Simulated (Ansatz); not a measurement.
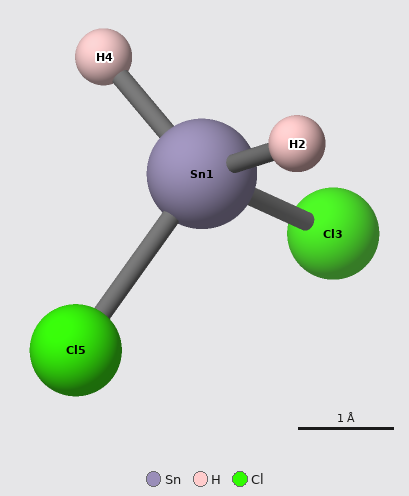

The starting structure (ball-and-stick view, seen at a tilt; atoms are numbered from 1 in the order of the input). Sticks mark near contacts. Bond lengths as drawn: Cl–Sn 2.34 Å and H–Sn 1.70 Å.

**Nudged elastic band of SnH$_{2}$Cl$_{2}$**

- system: SnH$_{2}$Cl$_{2}$
- method: RKS PBE0/def2-SVP (Ansatz 0.2.0)

It belongs to a series of runs on one base structure; here: band between the two ends. Figures and captions count atoms from 1; the log counts them from 0 in places.

**Input file**
```yaml
crystal:
  periodic: [false, false, false]
  atoms:
    - { symbol: Sn, position_ang: [0.193584, 0.040229, 0.31512] }
    - { symbol: H, position_ang: [-0.002864, -0.07226, 2.002392] }
    - { symbol: Cl, position_ang: [2.492031, -0.026719, -0.138377] }
    - { symbol: H, position_ang: [-0.452687, 1.391365, -0.494159] }
    - { symbol: Cl, position_ang: [-0.753164, -1.879414, -0.639678] }
basis:
  gaussian: { orbitals: def2-SVP }
hamiltonian:
  xc: pbe0
neb:
  order_check: false
  images: 5
  f_tol: 0.03
  max_iterations: 60
  final_atoms:
    - { symbol: Sn, position_ang: [-0.73923459, 0.80274721, 0.68360173] }
    - { symbol: H, position_ang: [1.27100766, -1.04354163, 0.44691909] }
    - { symbol: Cl, position_ang: [2.03566981, -0.03351254, 0.85477805] }
    - { symbol: H, position_ang: [-0.36527291, 1.32714724, -0.97945054] }
    - { symbol: Cl, position_ang: [-0.72526997, -1.59963928, 0.03944967] }
  initial_path:
    images:
      - { positions_ang: [[0.193584, 0.040229, 0.31512], [-0.002864, -0.07226, 2.002392], [2.492031, -0.026719, -0.138377], [-0.452687, 1.391365, -0.494159], [-0.753164, -1.879414, -0.639678]] }
      - { positions_ang: [[0.12881126, 0.02666344, 0.21034519], [0.3069583, -0.04798133, 1.90317534], [2.49788321, -0.01650523, 0.14618604], [-0.57657452, 1.400254, -0.52142199], [-0.88017825, -1.90922988, -0.69298657]] }
      - { positions_ang: [[0.06403851, 0.01309789, 0.10557038], [0.6167806, -0.02370266, 1.80395867], [2.50373543, -0.00629146, 0.43074908], [-0.70046204, 1.409143, -0.54868499], [-1.0071925, -1.93904576, -0.74629515]] }
      - { positions_ang: [[-0.00073423, -0.00046767, 0.00079557], [0.92660289, 0.00057602, 1.70474201], [2.50958764, 0.0039223, 0.71531212], [-0.82434956, 1.418032, -0.57594798], [-1.13420675, -1.96886165, -0.79960372]] }
      - { positions_ang: [[-0.24690101, 0.26727062, 0.22839762], [1.04140448, -0.3474632, 1.2854677], [2.35161503, -0.00855598, 0.76180076], [-0.67132401, 1.38773708, -0.71044883], [-0.99789449, -1.84578752, -0.51991925]] }
      - { positions_ang: [[-0.4930678, 0.53500892, 0.45599967], [1.15620607, -0.69550242, 0.8661934], [2.19364242, -0.02103426, 0.80828941], [-0.51829846, 1.35744216, -0.84494969], [-0.86158223, -1.7227134, -0.24023479]] }
      - { positions_ang: [[-0.73923459, 0.80274721, 0.68360173], [1.27100766, -1.04354163, 0.44691909], [2.03566981, -0.03351254, 0.85477805], [-0.36527291, 1.32714724, -0.97945054], [-0.72526997, -1.59963928, 0.03944967]] }
```

Machine: 1 thread of Arm Neoverse V1, 24 GiB of memory available, shared host.

Command:
```bash
ansatz run input.yaml --threads 1 --pin off --max-ram 2048MiB --backend cpu --events-out ev --progress --plain --runs-dir out
```

**The program's output**
```
Engine: ansatz 0.2.0, aarch64-unknown-linux-gnu
Functional definition: PBE0
  parameter a = 0.25
  parameter kappa = 0.804
  parameter beta = 0.06672455060314922
  exchange = (1 - a)*pbe_x(kappa = kappa, mu = beta*pi^2/3) + a*exact_x
  correlation = pbe_c(beta = beta)
817 factors; integrals over basis functions are off by at most 3.3e-4 eV
mean field evaluation 1: about -30894.4140 eV, gradient 1.7e1 eV
mean field evaluation 2: about -30894.1014 eV, gradient 2.0e1 eV
mean field evaluation 4: about -30895.2170 eV, gradient 2.6e-1 eV
mean field evaluation 8: about -30895.2212 eV, gradient 2.4e-3 eV
mean field -30895.22121035 eV, -1135.3784379471 hartree, gradient 1.1e-5 eV, S^2 0.000000; 0 other end points of the search recorded, 0 dependent functions left out
the calculation of the forces begins
reference -30895.22123565 eV, -1135.3784388772 hartree; 29, 29 occupied and 43, 43 virtual orbitals, 817 factors
819 factors; integrals over basis functions are off by at most 1.1e-3 eV
mean field evaluation 16: about -30894.5081 eV, gradient 1.9e0 eV
mean field -30894.51777951 eV, -1135.3525873407 hartree, gradient 7.2e-6 eV, S^2 0.000000; 0 other end points of the search recorded, 0 dependent functions left out
[... from here on the field's lines of each further geometry are left out, up to the last ...]
NEB iter   1: max|band force component| = 3.781e0 eV/Å  barrier→ = 2.6954 eV  barrier← = 1.9920 eV  Δτ_max = 0.1974 Å  (163 SCF iters)
NEB iter   2: max|band force component| = 1.719e0 eV/Å  barrier→ = 1.9460 eV  barrier← = 1.2426 eV  Δτ_max = 0.1969 Å  (143 SCF iters)
NEB iter   3: max|band force component| = 1.647e0 eV/Å  barrier→ = 2.0376 eV  barrier← = 1.3342 eV  Δτ_max = 0.1961 Å  (133 SCF iters)
NEB iter   4: max|band force component| = 2.665e0 eV/Å  barrier→ = 2.0226 eV  barrier← = 1.3191 eV  Δτ_max = 0.0994 Å  (139 SCF iters)
NEB iter   5: max|band force component| = 8.980e-1 eV/Å  barrier→ = 1.7413 eV  barrier← = 1.0379 eV  Δτ_max = 0.1968 Å  (136 SCF iters)
NEB iter   6: max|band force component| = 3.305e0 eV/Å  barrier→ = 1.7864 eV  barrier← = 1.0829 eV  Δτ_max = 0.0982 Å  (144 SCF iters)
NEB iter   7: max|band force component| = 1.623e0 eV/Å  barrier→ = 1.7731 eV  barrier← = 1.0697 eV  Δτ_max = 0.2000 Å  (136 SCF iters)
NEB iter   8: max|band force component| = 4.828e-1 eV/Å  barrier→ = 1.8539 eV  barrier← = 1.1504 eV  CI = image 2  Δτ_max = 0.1999 Å  (142 SCF iters)
NEB iter   9: max|band force component| = 7.007e-1 eV/Å  barrier→ = 1.8532 eV  barrier← = 1.1497 eV  CI = image 2  Δτ_max = 0.1005 Å  (132 SCF iters)
NEB iter  10: max|band force component| = 3.454e-1 eV/Å  barrier→ = 1.8523 eV  barrier← = 1.1488 eV  CI = image 2  Δτ_max = 0.1993 Å  (126 SCF iters)
NEB iter  11: max|band force component| = 3.698e-1 eV/Å  barrier→ = 1.8519 eV  barrier← = 1.1485 eV  CI = image 2  Δτ_max = 0.1007 Å  (124 SCF iters)
NEB iter  12: max|band force component| = 2.745e-1 eV/Å  barrier→ = 1.8519 eV  barrier← = 1.1484 eV  CI = image 2  Δτ_max = 0.0994 Å  (111 SCF iters)
NEB iter  13: max|band force component| = 2.997e-1 eV/Å  barrier→ = 1.8518 eV  barrier← = 1.1484 eV  CI = image 2  Δτ_max = 0.0502 Å  (115 SCF iters)
NEB iter  14: max|band force component| = 5.438e-2 eV/Å  barrier→ = 1.8518 eV  barrier← = 1.1484 eV  CI = image 2  Δτ_max = 0.0980 Å  (111 SCF iters)
NEB iter  15: max|band force component| = 7.466e-1 eV/Å  barrier→ = 1.8518 eV  barrier← = 1.1484 eV  CI = image 2  Δτ_max = 0.0507 Å  (110 SCF iters)
NEB iter  16: max|band force component| = 3.306e-2 eV/Å  barrier→ = 1.8518 eV  barrier← = 1.1484 eV  CI = image 2  Δτ_max = 0.0593 Å  (111 SCF iters)
NEB iter  17: max|band force component| = 4.032e-2 eV/Å  barrier→ = 1.8518 eV  barrier← = 1.1484 eV  CI = image 2  Δτ_max = 0.0212 Å  (104 SCF iters)
the calculation of the forces begins
reference -30894.39693998 eV, -1135.3481465700 hartree; 29, 29 occupied and 43, 43 virtual orbitals, 822 factors
819 factors; integrals over basis functions are off by at most 8.6e-4 eV
mean field -30893.36936851 eV, -1135.3103840148 hartree, gradient 4.5e-5 eV, S^2 0.000000; 1 other end points of the search recorded, 0 dependent functions left out
the calculation of the forces begins
reference -30893.36939359 eV, -1135.3103849366 hartree; 29, 29 occupied and 43, 43 virtual orbitals, 819 factors
NEB iter  18: max|band force component| = 1.848e-2 eV/Å  barrier→ = 1.8518 eV  barrier← = 1.1484 eV  CI = image 2  Δτ_max = 0.0000 Å  (209 SCF iters)
```

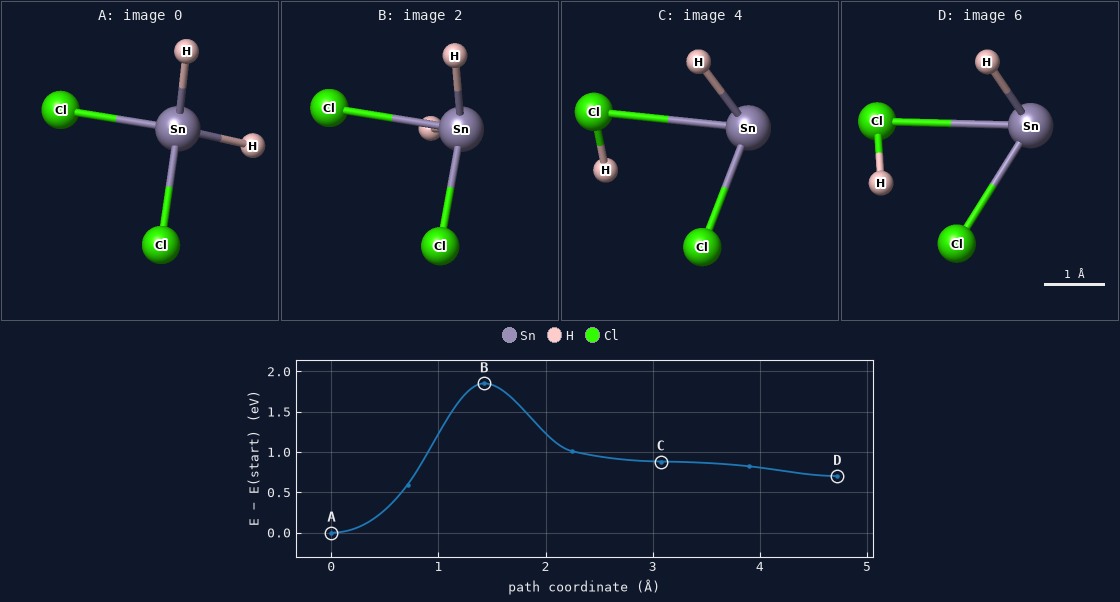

Images of the last band (counted from 0; ball-and-stick, seen at a tilt) above the energy along the path; the line is a cubic interpolation that uses the forces. The highest image is number 2, 1.852 eV above the start and 1.148 eV above the end (the climbing image); the end lies 0.703 eV above the start. The path is 4.72 Å long. The band converged in 18 iterations.

```
Total energy: -30893.36939359 eV, -1135.3103849366 hartree
Atom 0 at    -0.300519     0.079549     0.404785 Å, force    -0.000002    -0.000008    -0.000006 eV/Å
Atom 1 at     0.969585    -0.078010     1.648339 Å, force     0.000001    -0.000001    -0.000002 eV/Å
Atom 2 at     2.329462    -0.027062     0.514611 Å, force    -0.000001     0.000001     0.000002 eV/Å
Atom 3 at    -0.568406     1.335218    -0.746173 Å, force    -0.000000    -0.000001     0.000000 eV/Å
Atom 4 at    -0.953222    -1.856493    -0.776263 Å, force     0.000003     0.000008     0.000005 eV/Å
Dipole moment:    -0.377830     0.412627     0.290382 e Å
this run last wrote the band of iteration 18 to [file]
```

**The last band as extended XYZ (Å, eV, eV/Å)**
```
5
Properties=species:S:1:pos:R:3:forces:R:3 image=0 energy=-30895.22121
Sn    0.1936    0.0402    0.3151    0.0003  -0.0002  -0.0004
H    -0.0029   -0.0723    2.0024   -0.0001  -0.0001   0.0013
Cl    2.4920   -0.0267   -0.1384   -0.0008  -0.0009  -0.0003
H    -0.4527    1.3914   -0.4942   -0.0005   0.0009  -0.0006
Cl   -0.7532   -1.8794   -0.6397    0.0012   0.0003   0.0000
5
Properties=species:S:1:pos:R:3:forces:R:3 image=1 energy=-30894.62371
Sn    0.0348    0.0526    0.2974    0.9007  -0.0590  -0.2673
H     0.5007   -0.0864    1.9030   -1.1949  -0.0100   0.6531
Cl    2.4169   -0.0070    0.2317    0.2450   0.0260  -0.8244
H    -0.5696    1.3337   -0.6530   -0.0137  -0.0055   0.2550
Cl   -0.9059   -1.8397   -0.7339    0.0629   0.0485   0.1836
5
Properties=species:S:1:pos:R:3:forces:R:3 image=2 energy=-30893.36937
Sn   -0.3005    0.0795    0.4048    0.0000   0.0000   0.0000
H     0.9696   -0.0780    1.6483    0.0000   0.0000   0.0000
Cl    2.3295   -0.0271    0.5146    0.0000   0.0000   0.0000
H    -0.5684    1.3352   -0.7462    0.0000   0.0000   0.0000
Cl   -0.9532   -1.8565   -0.7763    0.0000   0.0000   0.0000
5
Properties=species:S:1:pos:R:3:forces:R:3 image=3 energy=-30894.21096
Sn   -0.7508    0.1549    0.4559   -0.2046   0.0334   0.0123
H     1.6008   -0.1760    1.7416    0.2628  -0.0356   0.0518
Cl    2.2345    0.0009    0.6258   -0.0454   0.0132   0.0756
H    -0.5959    1.2939   -0.8976    0.0012  -0.0234  -0.0885
Cl   -1.0117   -1.8205   -0.8804   -0.0139   0.0125  -0.0512
5
Properties=species:S:1:pos:R:3:forces:R:3 image=4 energy=-30894.33826
Sn   -0.9597    0.4219    0.4449   -0.0178   0.0040   0.0011
H     2.0140   -0.7380    1.6045    0.0076   0.0032  -0.0197
Cl    2.0219    0.1674    0.6853   -0.0023  -0.0044   0.0173
H    -0.4928    1.3175   -1.0282    0.0093  -0.0054  -0.0027
Cl   -1.1065   -1.7157   -0.6612    0.0031   0.0026   0.0039
5
Properties=species:S:1:pos:R:3:forces:R:3 image=5 energy=-30894.39692
Sn   -0.8911    0.6861    0.5497   -0.0046   0.0281  -0.0021
H     1.7491   -1.1162    0.9766   -0.0596  -0.0388  -0.0865
Cl    2.0694    0.1245    0.8130   -0.0007   0.0224   0.0547
H    -0.4548    1.3604   -1.0444    0.0011  -0.0047  -0.0153
Cl   -0.9958   -1.6015   -0.2496    0.0638  -0.0070   0.0492
5
Properties=species:S:1:pos:R:3:forces:R:3 image=6 energy=-30894.51778
Sn   -0.7392    0.8027    0.6836   -0.0044  -0.0077   0.0035
H     1.2710   -1.0435    0.4469    0.0206   0.0252   0.0025
Cl    2.0357   -0.0335    0.8548   -0.0192  -0.0236  -0.0066
H    -0.3653    1.3271   -0.9795    0.0044  -0.0038  -0.0033
Cl   -0.7253   -1.5996    0.0394   -0.0015   0.0099   0.0038
```

**Summary**

```json
{"quantity": "outcome", "value": "converged"}
{"quantity": "barrier, forward", "value": "1.852 eV"}
{"quantity": "barrier, backward", "value": "1.148 eV"}
{"quantity": "wall time", "value": "4.4 min"}
{"quantity": "peak memory", "value": "0.16 GiB"}
```

**Remarks**

The order of the saddle point was not checked.
